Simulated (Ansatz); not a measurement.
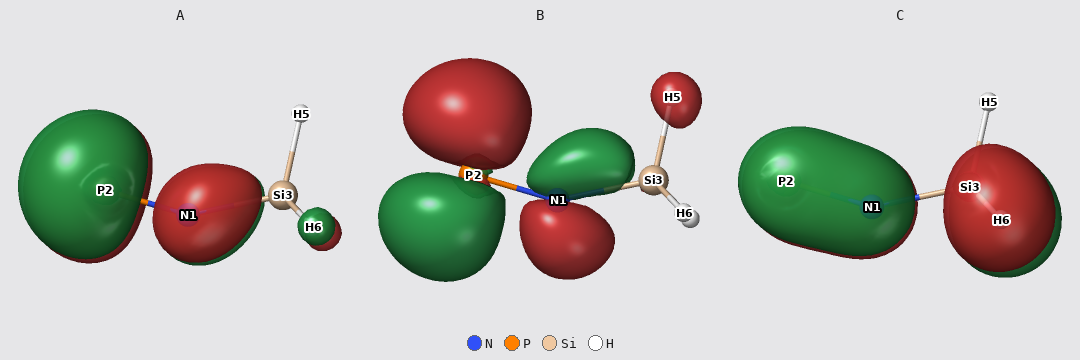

H₃NPSi (SMILES [SiH3]N=[P]) (doublet). Three frontier orbitals at ±0.1 Å⁻³ᐟ² (green and red are the two phases), in no order.

Geometry: PBE-D3(BJ)/def2-SVP.

The calculation used Ansatz 0.2.0, isolated molecule in a Gaussian basis; Kohn-Sham density functional theory, functional PBE0.

```xyz
6

N    -1.1715    1.0434    0.8332
P    -2.4795    0.2661    0.4771
Si   -0.2955    2.5247    1.1377
H     0.8281    2.6020    0.1429
H    -1.1401    3.7717    1.0240
H     0.2704    2.4415    2.5272
```

### Order the three orbitals by energy and name them. All are α orbitals.

C is the HOMO−1 (α) (−8.97 eV). Its weight (Hirshfeld) is mainly on N1 (about 30 %), P2 (about 25 %), Si3 (about 20 %), H4 (about 15 %) and H6 (about 15 %). B is the HOMO (α) (−5.37 eV). Its weight (Hirshfeld) is mainly on P2 (about 70 %) and N1 (about 25 %). A is the LUMO (α) (−2.92 eV). By Hirshfeld shares it lies mainly on P2 (about 70 %) and N1 (about 25 %).

### What is the gap between the highest occupied and lowest empty α orbitals?

2.45 eV between the orbital energies.
